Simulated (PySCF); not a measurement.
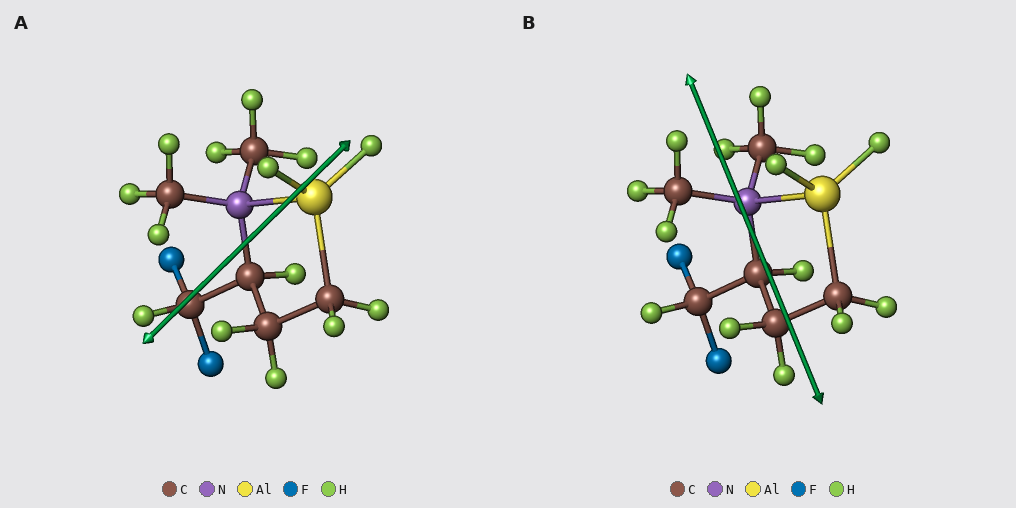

The double arrows show the directions of two transition dipoles from the ground state (lengths mean nothing). The computed structure is the end point of a PBE0-D3(BJ)/def2-SVP optimisation. No frequency run is at hand to confirm it as a minimum. Properties computed with TDDFT CAM-B3LYP/def2-SVPD, vertical, gas phase, core orbitals frozen in the response (PySCF 2.14.0).

### One belongs to singlet state 5 and one to singlet state 6. Which is which?

A: state 5, 7.35 eV (169 nm), oscillator strength 0.074, of mixed character, with the largest part HOMO−1 → LUMO (weight 0.41).
B: state 6, 7.47 eV (166 nm), oscillator strength 0.047, of mixed character, with the largest part HOMO → LUMO+3 (weight 0.34).
